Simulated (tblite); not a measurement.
# Saddle-point search of C$_{5}$H$_{9}$NS

The run: saddle-point search of C$_{5}$H$_{9}$NS. Method and program: GFN2-xTB saddle search (eigenvector following) and harmonic vibrations, gas phase (tblite 0.8.0).

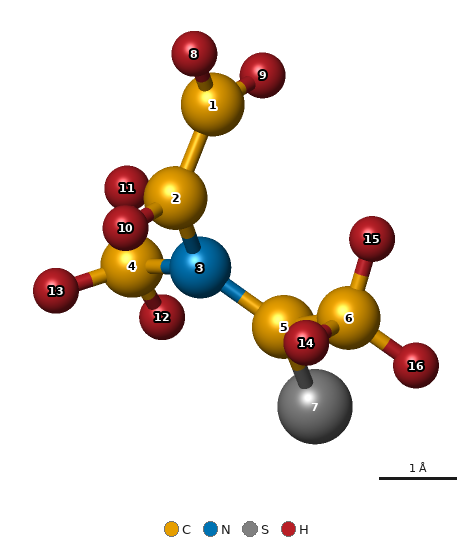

Fig. 1: The starting structure (ball-and-stick view, seen at a tilt; atoms are numbered from 1 in the order of the input).

### Key numbers

```json
{"quantity": "outcome", "value": "converged"}
{"quantity": "total energy", "value": "−583.1734 eV"}
{"quantity": "point group", "value": "C1"}
{"quantity": "hardware", "value": "1 CPU thread, shared host"}
{"quantity": "wall time", "value": "4.5 s"}
{"quantity": "peak memory", "value": "0.2 GiB"}
```

### Input
```
{"job": {"xc": "GFN2-xTB", "basis": "xTB", "kind": "saddle"}, "charge": 0, "multiplicity": 1}
C     -1.626149    -1.286059    -0.208644
C     -0.708601    -0.752921     0.574681
N     -0.060820     0.473439     0.275651
C      1.164869     0.349000    -0.476251
C     -0.587220     1.659751     0.618386
C     -1.885353     1.625381     1.363298
S      0.134614     3.094151     0.259901
H     -2.122626    -2.203807     0.050756
H     -1.909332    -0.823416    -1.139444
H     -0.421238    -1.209885     1.516992
H      0.983494    -0.206126    -1.399134
H      1.525258     1.348626    -0.715816
H      1.917825    -0.178994     0.112119
H     -1.756340     1.143655     2.332434
H     -2.636417     1.065537     0.805703
H     -2.237426     2.641240     1.518065
```

The first line tells a small driver script what to run in tblite; the rest is the geometry in Å.

Run as:
```bash
OMP_NUM_THREADS=1 python <driver script> task.json out
```

### What the program printed
```
step      E/eV     max force
  0    -583.16036   0.2441
  1    -583.17063   0.1258
  2    -583.17108   0.1734
  3    -583.16485   0.2557
  4    -583.16868   0.1449
  5    -583.17161   0.1483
  6    -583.17261   0.1004
  7    -583.17286   0.0843
  8    -583.17306   0.0376
  9    -583.17310   0.0622
 10    -583.17341   0.0052
 11    -583.17343   0.0121
 12    -583.17343   0.0024
lowest wavenumbers (cm-1): -113.2 63.0 95.2 129.5 167.7 232.0
```

### Trajectory as extended XYZ (Å, eV, eV/Å), 12 frames, from step=0 to step=12
```
16
Properties=species:S:1:pos:R:3:forces:R:3 step=0 energy=-583.16036
C    -1.6261   -1.2861   -0.2086    0.0280  -0.0540  -0.0260
C    -0.7086   -0.7529    0.5747   -0.1450   0.1110   0.1620
N    -0.0608    0.4734    0.2757    0.0340  -0.0650  -0.1410
C     1.1649    0.3490   -0.4763    0.0210   0.0110   0.0040
C    -0.5872    1.6598    0.6184   -0.0350  -0.0090  -0.0130
C    -1.8854    1.6254    1.3633   -0.0280   0.0230  -0.0110
S     0.1346    3.0942    0.2599    0.0050  -0.0080   0.0050
H    -2.1226   -2.2038    0.0508    0.0400  -0.0340  -0.0290
H    -1.9093   -0.8234   -1.1394   -0.0220   0.0150   0.0040
H    -0.4212   -1.2099    1.5170    0.0460  -0.0180  -0.0400
H     0.9835   -0.2061   -1.3991    0.0020   0.0100   0.0150
H     1.5253    1.3486   -0.7158    0.0130  -0.0030   0.0110
H     1.9178   -0.1790    0.1121    0.0140  -0.0050   0.0100
H    -1.7563    1.1437    2.3324    0.0070  -0.0150   0.0110
H    -2.6364    1.0655    0.8057    0.0080   0.0390   0.0230
H    -2.2374    2.6412    1.5181    0.0120   0.0030   0.0150
16
Properties=species:S:1:pos:R:3:forces:R:3 step=1 energy=-583.17063
C    -1.5993   -1.3322   -0.2138    0.0830   0.0340   0.0650
C    -0.7298   -0.7355    0.5822   -0.1110  -0.0290  -0.0410
N    -0.0917    0.4864    0.2445    0.0100  -0.0290  -0.0320
C     1.1493    0.3474   -0.4791    0.0700   0.0130  -0.0210
C    -0.5985    1.6766    0.6029   -0.0190   0.0030   0.0030
C    -1.8825    1.6495    1.3729   -0.0640   0.0170   0.0290
S     0.1272    3.1058    0.2321    0.0020  -0.0090   0.0010
H    -2.0613   -2.2654    0.0569    0.0230   0.0140  -0.0080
H    -1.8804   -0.9057   -1.1632    0.0090  -0.0020   0.0290
H    -0.4401   -1.1598    1.5396    0.0010   0.0020  -0.0330
H     0.9703   -0.1410   -1.4423    0.0340   0.0430   0.0840
H     1.5668    1.3438   -0.6452   -0.0440  -0.1160   0.0210
H     1.8565   -0.2559    0.1010   -0.0650   0.0630  -0.0710
H    -1.7552    1.0963    2.3072   -0.0250   0.0460  -0.0770
H    -2.6680    1.1593    0.7924    0.0650   0.0600   0.0700
H    -2.1889    2.6699    1.6006    0.0340  -0.1080  -0.0170
16
Properties=species:S:1:pos:R:3:forces:R:3 step=2 energy=-583.17108
C    -1.6075   -1.3351   -0.2188    0.0230  -0.0020   0.0240
C    -0.7365   -0.7365    0.5715   -0.0250  -0.0140  -0.0180
N    -0.1020    0.4856    0.2291    0.0000  -0.0030  -0.0080
C     1.1499    0.3484   -0.4771   -0.0510  -0.0180   0.0210
C    -0.5966    1.6757    0.6063   -0.0060  -0.0050  -0.0030
C    -1.8807    1.6524    1.3758   -0.0980   0.0080   0.0480
S     0.1434    3.1025    0.2543   -0.0040  -0.0050   0.0020
H    -2.0593   -2.2737    0.0498    0.0110   0.0200  -0.0030
H    -1.9002   -0.9040   -1.1619    0.0000   0.0000   0.0030
H    -0.4312   -1.1669    1.5207    0.0030   0.0010  -0.0030
H     1.0021   -0.2192   -1.3956   -0.0210  -0.0230  -0.0350
H     1.5189    1.3420   -0.7166    0.0320   0.0790  -0.0150
H     1.8823   -0.1694    0.1440    0.0310  -0.0300   0.0390
H    -1.7666    1.0637    2.2920   -0.0370   0.0830  -0.1240
H    -2.6785    1.2005    0.7778    0.1060   0.0750   0.1050
H    -2.1630    2.6736    1.6373    0.0370  -0.1660  -0.0340
16
Properties=species:S:1:pos:R:3:forces:R:3 step=3 energy=-583.16485
C    -1.6191   -1.3340   -0.2437    0.0250   0.0210   0.0290
C    -0.7463   -0.7401    0.5486   -0.0330  -0.0230  -0.0200
N    -0.1134    0.4844    0.2130    0.0290   0.0230  -0.0030
C     1.1494    0.3479   -0.4746    0.1180  -0.0350  -0.0470
C    -0.5927    1.6732    0.6163    0.0270  -0.0110  -0.0180
C    -1.8756    1.6547    1.3881    0.1310  -0.0040  -0.0870
S     0.1689    3.0977    0.2979   -0.0140  -0.0420  -0.0010
H    -2.0678   -2.2755    0.0191    0.0060   0.0100   0.0010
H    -1.9193   -0.8943   -1.1807    0.0090  -0.0040   0.0090
H    -0.4346   -1.1791    1.4921   -0.0070   0.0040  -0.0050
H     1.0247   -0.2940   -1.3568    0.0390   0.1490   0.1900
H     1.4826    1.3453   -0.7802   -0.0350  -0.1900   0.0470
H     1.9032   -0.0997    0.1919   -0.1610   0.1010  -0.1710
H    -1.7408    1.1435    2.3349    0.0520  -0.1150   0.1730
H    -2.6547    1.1403    0.8393   -0.1410  -0.1010  -0.1310
H    -2.1899    2.6693    1.5835   -0.0450   0.2150   0.0360
16
Properties=species:S:1:pos:R:3:forces:R:3 step=4 energy=-583.16868
C    -1.6200   -1.3267   -0.2365   -0.0180  -0.0240  -0.0080
C    -0.7381   -0.7454    0.5531    0.0170   0.0040   0.0260
N    -0.1056    0.4817    0.2266    0.0120  -0.0110  -0.0110
C     1.1547    0.3471   -0.4657   -0.0870   0.0180   0.0380
C    -0.6021    1.6708    0.6016   -0.0230   0.0040   0.0170
C    -1.8791    1.6543    1.3834   -0.0200  -0.0150   0.0150
S     0.1420    3.0959    0.2522    0.0000   0.0220  -0.0050
H    -2.0684   -2.2709    0.0186    0.0070   0.0210  -0.0010
H    -1.9272   -0.8745   -1.1648   -0.0040   0.0000  -0.0030
H    -0.4164   -1.1977    1.4864    0.0040   0.0040   0.0020
H     1.0146   -0.2119   -1.3872   -0.0260  -0.0770  -0.1200
H     1.5317    1.3389   -0.6956    0.0260   0.1160  -0.0110
H     1.8765   -0.1762    0.1587    0.0810  -0.0730   0.0900
H    -1.7179    1.1803    2.3543   -0.0140   0.0080  -0.0500
H    -2.6571    1.0976    0.8598    0.0380   0.0330   0.0180
H    -2.2130    2.6764    1.5436    0.0070  -0.0300   0.0040
16
Properties=species:S:1:pos:R:3:forces:R:3 step=5 energy=-583.17161
C    -1.5905   -1.3476   -0.2422    0.0990   0.0750   0.0810
C    -0.7500   -0.7323    0.5714   -0.0930  -0.0590  -0.0940
N    -0.1088    0.4867    0.2297   -0.0320   0.0130   0.0200
C     1.1380    0.3451   -0.4827   -0.0130   0.0020   0.0060
C    -0.5949    1.6782    0.6146    0.0130  -0.0140  -0.0120
C    -1.8744    1.6601    1.3915    0.0410   0.0070  -0.0340
S     0.1513    3.1024    0.2644   -0.0020  -0.0060   0.0030
H    -2.0472   -2.2834    0.0247   -0.0010  -0.0100   0.0080
H    -1.8545   -0.9323   -1.2018    0.0250  -0.0070   0.0350
H    -0.4785   -1.1437    1.5399   -0.0210   0.0080  -0.0310
H     0.9801   -0.2031   -1.4115   -0.0140  -0.0160  -0.0320
H     1.5223    1.3387   -0.7041    0.0130   0.0350  -0.0070
H     1.8630   -0.1959    0.1280    0.0260  -0.0210   0.0230
H    -1.7381    1.1363    2.3356    0.0160  -0.0440   0.0650
H    -2.6583    1.1518    0.8352   -0.0500  -0.0290  -0.0440
H    -2.1850    2.6786    1.5960   -0.0080   0.0660   0.0150
16
Properties=species:S:1:pos:R:3:forces:R:3 step=6 energy=-583.17261
C    -1.5887   -1.3494   -0.2271    0.0430   0.0310   0.0340
C    -0.7449   -0.7306    0.5778   -0.0380  -0.0260  -0.0410
N    -0.1072    0.4881    0.2293   -0.0130   0.0050   0.0080
C     1.1392    0.3469   -0.4845   -0.0030   0.0010   0.0010
C    -0.5950    1.6793    0.6119   -0.0010  -0.0110   0.0000
C    -1.8776    1.6587    1.3836   -0.0550  -0.0130   0.0300
S     0.1475    3.1043    0.2583   -0.0010  -0.0030   0.0020
H    -2.0423   -2.2851    0.0458    0.0000  -0.0040   0.0030
H    -1.8577   -0.9377   -1.1862    0.0120  -0.0040   0.0150
H    -0.4667   -1.1396    1.5450   -0.0090   0.0040  -0.0130
H     0.9818   -0.2156   -1.4057   -0.0060  -0.0040  -0.0110
H     1.5149    1.3412   -0.7207    0.0050   0.0110  -0.0010
H     1.8711   -0.1801    0.1317    0.0080  -0.0080   0.0060
H    -1.7730    1.0550    2.2891   -0.0180   0.0580  -0.0800
H    -2.6804    1.2275    0.7803    0.0650   0.0430   0.0620
H    -2.1465    2.6766    1.6602    0.0120  -0.0800  -0.0140
16
Properties=species:S:1:pos:R:3:forces:R:3 step=7 energy=-583.17286
C    -1.5921   -1.3459   -0.2135    0.0110   0.0110   0.0100
C    -0.7350   -0.7336    0.5809   -0.0100  -0.0090  -0.0080
N    -0.1032    0.4882    0.2324    0.0000   0.0030   0.0030
C     1.1446    0.3471   -0.4789    0.0460  -0.0010  -0.0250
C    -0.6030    1.6796    0.5981    0.0050  -0.0030  -0.0040
C    -1.8826    1.6579    1.3750   -0.0010   0.0000   0.0020
S     0.1267    3.1070    0.2269   -0.0020  -0.0120   0.0000
H    -2.0403   -2.2844    0.0596    0.0010   0.0000   0.0000
H    -1.8786   -0.9257   -1.1637    0.0050  -0.0040   0.0120
H    -0.4363   -1.1525    1.5378   -0.0060   0.0060  -0.0150
H     0.9756   -0.1360   -1.4460    0.0210   0.0370   0.0720
H     1.5665    1.3418   -0.6350   -0.0240  -0.0760   0.0080
H     1.8429   -0.2610    0.1052   -0.0480   0.0470  -0.0510
H    -1.7661    1.0756    2.2895   -0.0020  -0.0010  -0.0030
H    -2.6814    1.2063    0.7872    0.0000   0.0040   0.0000
H    -2.1632    2.6751    1.6332    0.0020  -0.0030   0.0010
16
Properties=species:S:1:pos:R:3:forces:R:3 step=8 energy=-583.17306
C    -1.5963   -1.3435   -0.2161    0.0040   0.0050   0.0030
C    -0.7363   -0.7344    0.5775   -0.0020  -0.0050  -0.0010
N    -0.1038    0.4873    0.2303   -0.0030  -0.0010   0.0020
C     1.1453    0.3479   -0.4793   -0.0210   0.0010   0.0110
C    -0.5998    1.6778    0.6030   -0.0010  -0.0010   0.0000
C    -1.8818    1.6563    1.3758   -0.0010   0.0000   0.0010
S     0.1361    3.1043    0.2420   -0.0010   0.0030  -0.0010
H    -2.0455   -2.2817    0.0559    0.0000   0.0000   0.0000
H    -1.8836   -0.9206   -1.1646    0.0030  -0.0030   0.0070
H    -0.4365   -1.1559    1.5326   -0.0030   0.0030  -0.0080
H     0.9860   -0.1810   -1.4193   -0.0100  -0.0160  -0.0310
H     1.5396    1.3418   -0.6813    0.0110   0.0340  -0.0040
H     1.8622   -0.2116    0.1241    0.0210  -0.0210   0.0230
H    -1.7742    1.0602    2.2823   -0.0010  -0.0010  -0.0020
H    -2.6826    1.2205    0.7788    0.0010   0.0030  -0.0010
H    -2.1543    2.6722    1.6471    0.0010  -0.0010   0.0010
16
Properties=species:S:1:pos:R:3:forces:R:3 step=9 energy=-583.17310
C    -1.5909   -1.3482   -0.2116   -0.0020  -0.0050  -0.0010
C    -0.7360   -0.7324    0.5818    0.0020   0.0030   0.0000
N    -0.1039    0.4884    0.2308    0.0010   0.0000  -0.0010
C     1.1429    0.3482   -0.4827    0.0050  -0.0020  -0.0020
C    -0.5987    1.6791    0.6045   -0.0040  -0.0030   0.0020
C    -1.8827    1.6576    1.3740   -0.0340  -0.0090   0.0200
S     0.1375    3.1057    0.2440   -0.0010   0.0000  -0.0010
H    -2.0392   -2.2857    0.0642    0.0010   0.0010   0.0000
H    -1.8743   -0.9323   -1.1641   -0.0020   0.0010  -0.0050
H    -0.4410   -1.1471    1.5409    0.0030  -0.0020   0.0060
H     0.9793   -0.1782   -1.4249    0.0020   0.0060   0.0070
H     1.5388    1.3433   -0.6827   -0.0010  -0.0080   0.0020
H     1.8607   -0.2155    0.1183   -0.0060   0.0040  -0.0060
H    -1.7890    1.0338    2.2655   -0.0100   0.0370  -0.0490
H    -2.6887    1.2509    0.7601    0.0410   0.0240   0.0390
H    -2.1402    2.6718    1.6707    0.0050  -0.0480  -0.0100
16
Properties=species:S:1:pos:R:3:forces:R:3 step=10 energy=-583.17341
C    -1.5890   -1.3494   -0.2064    0.0020   0.0020   0.0010
C    -0.7328   -0.7330    0.5853   -0.0010  -0.0030   0.0000
N    -0.1026    0.4885    0.2333   -0.0010  -0.0010   0.0000
C     1.1432    0.3484   -0.4819   -0.0010  -0.0010   0.0000
C    -0.6014    1.6796    0.6002    0.0000  -0.0010  -0.0010
C    -1.8846    1.6585    1.3711   -0.0020  -0.0010   0.0020
S     0.1303    3.1064    0.2316   -0.0010   0.0000  -0.0010
H    -2.0353   -2.2877    0.0702    0.0000   0.0000   0.0000
H    -1.8756   -0.9334   -1.1580    0.0010  -0.0010   0.0040
H    -0.4338   -1.1482    1.5434   -0.0010   0.0010  -0.0050
H     0.9737   -0.1426   -1.4420    0.0000   0.0010   0.0000
H     1.5585    1.3414   -0.6482    0.0020   0.0030   0.0000
H     1.8469   -0.2491    0.1018    0.0010  -0.0010   0.0020
H    -1.7901    1.0377    2.2624   -0.0010   0.0020  -0.0030
H    -2.6900    1.2508    0.7601    0.0030   0.0020   0.0030
H    -2.1429    2.6716    1.6659    0.0000  -0.0030  -0.0010
16
Properties=species:S:1:pos:R:3:forces:R:3 step=12 energy=-583.17343
C    -1.5855   -1.3519   -0.2069    0.0000   0.0000   0.0000
C    -0.7337   -0.7323    0.5870    0.0000   0.0000   0.0000
N    -0.1030    0.4887    0.2345    0.0000   0.0000   0.0000
C     1.1421    0.3481   -0.4819   -0.0010   0.0000   0.0010
C    -0.6029    1.6802    0.5982    0.0000   0.0000   0.0000
C    -1.8841    1.6598    1.3725    0.0000   0.0000   0.0000
S     0.1256    3.1068    0.2225    0.0000   0.0000   0.0000
H    -2.0322   -2.2898    0.0701    0.0000   0.0000   0.0000
H    -1.8681   -0.9388   -1.1610    0.0000   0.0000   0.0000
H    -0.4393   -1.1444    1.5477    0.0000   0.0000   0.0000
H     0.9697   -0.1242   -1.4508   -0.0010  -0.0010  -0.0020
H     1.5679    1.3395   -0.6307    0.0010   0.0020   0.0000
H     1.8380   -0.2668    0.0928    0.0010  -0.0010   0.0010
H    -1.7862    1.0426    2.2657    0.0000   0.0000   0.0000
H    -2.6903    1.2486    0.7651    0.0000   0.0000   0.0000
H    -2.1434    2.6735    1.6641    0.0000   0.0000   0.0000
```
